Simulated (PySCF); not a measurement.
**C2H7BGe: electronic excitations and core binding energies**

What electronic excitations and core binding energies should C2H7BGe (`[BH2][GeH2][CH]=C`) show?

Computed with PySCF 2.14.0, with density-fitted response routines of our own, on a single molecule in the gas phase. Atoms count from 0, in the outputs and in this text.

## 1. Starting geometry

11 atoms, charge 0, multiplicity 1; geometry from: GFN2-xTB.

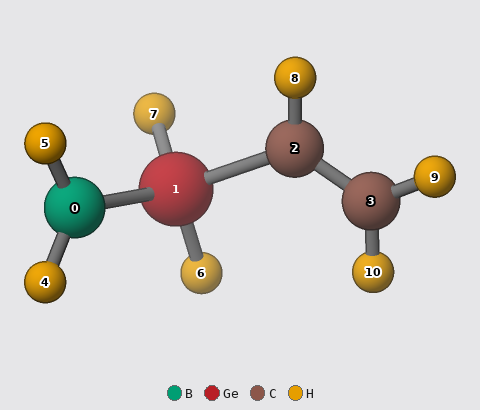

The starting geometry (boron teal, germanium red, carbon brown, hydrogen amber), atoms numbered.

## 2. Excited states and response: B3LYP/def2-SVPD

What the job is given:

```
{"job": {"kind": "uv", "xc": "B3LYP", "basis": "def2-SVPD", "nstates": 8, "ntriplets": 3}, "charge": 0, "multiplicity": 1}
B      2.132830     0.489343     0.424269
Ge     0.673146    -0.368788    -0.644865
C     -1.006159    -0.447649     0.364917
C     -2.077165     0.281713     0.105595
H      2.569900     1.531306     0.136414
H      2.542857    -0.027135     1.387288
H      0.318989     0.273467    -1.959479
H      0.951023    -1.801975    -1.024931
H     -1.023315    -1.126818     1.209356
H     -2.979606     0.224766     0.696908
H     -2.097075     0.974439    -0.721435
```

Method: TDDFT B3LYP/def2-SVPD, vertical, gas phase, core orbitals frozen in the response.

The run is started by

```
$ OMP_NUM_THREADS=1 python probes_run.py task.json out
```

One launch serves the whole session: the jobs run in the order shown.

**Question.** This job is followed by: delta-SCF UKS SCAN, pcX-2 on the ionised atom, pcseg-1 elsewhere, spin-free X2C. Predict these results of the whole session: lowest singlet (B3LYP/def2-SVPD); brightest single state of those computed; lowest triplet; surface potential, least and greatest; C1s binding energies, SCAN/pcX-2.

The runs gave:

| quantity | value |
| --- | --- |
| lowest singlet (B3LYP/def2-SVPD) | 3.81 eV (326 nm), f = 0.016 |
| brightest single state of those computed | state 7, 6.96 eV, f = 0.266 |
| lowest triplet | 3.21 eV |
| surface potential, least and greatest | -0.55 V and 1.73 V |
| C1s binding energies, SCAN/pcX-2 | C3 290.19, C2 290.07 eV |

In words: The first singlet state (HOMO→LUMO 0.93) lies at 3.81 eV and is weak; of the 8 states computed, the strongest absorption comes from state 7 at 6.96 eV. The lowest triplet lies 0.59 eV below the lowest singlet (triplets in Tamm-Dancoff, singlets in full TDDFT). At B3LYP/def2-SVPD, counted by nearest atom on the grid, the HOMO lies on C2, C3 about 29 % each; B0 11 %, the LUMO on B0 55 %; H4, H5 about 14 % each. C3 (terminal =CH2 carbon) binds its C1s electron 0.12 eV more tightly than C2 (alkene CH).
